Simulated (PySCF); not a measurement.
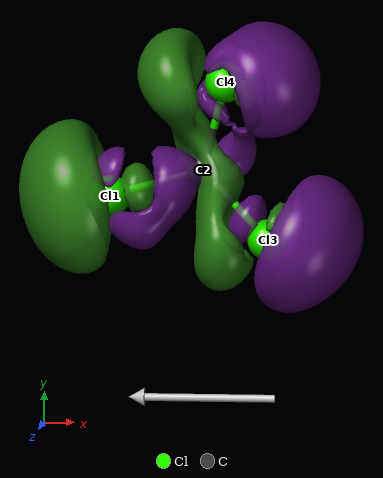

Figure 1: CCl₃, doublet, SMILES `Cl[C](Cl)Cl`. Change of the electron density in a uniform field of 0.10 V/Å along −x (arrow), surfaces at ±0.0006 e/Å³ (purple: gain, green: loss).

Level of theory: TPSS/def2-SVPD (PySCF), at a geometry from GFN2-xTB. No frequency check shows the geometry to be a minimum. The stability of the open-shell solution wasn't checked. GFN2-xTB bond lengths at metals and heavier atoms can be off by up to 0.1 Å and shapes distorted, which carries into these values. GFN2-xTB doesn't know the spin state, so this open-shell geometry is rough.

Geometry (Å), atoms numbered from 1:

```
Cl1     -1.6184   -0.4342    0.0358
C2      -0.0002    0.0000   -0.3041
Cl3      1.1853   -1.1844    0.0358
Cl4      0.4332    1.6185    0.0358
```

How large is the response?

The induced dipole is 0.33 D (along the field); α along this axis, from the fields in both directions, is 65 bohr³ (9.6 Å³).

Which atoms gain and lose the most charge?

Electrons gather most on Cl3 (Hirshfeld charge changes by −0.009 e) and leave Cl1 most (+0.013 e); 0.025 electrons are displaced in all.

The PySCF run took 44 s on 1 thread of AMD EPYC 7R43 64-Core Processor (Zen 3) (shared host), peak memory 0.46 GiB.
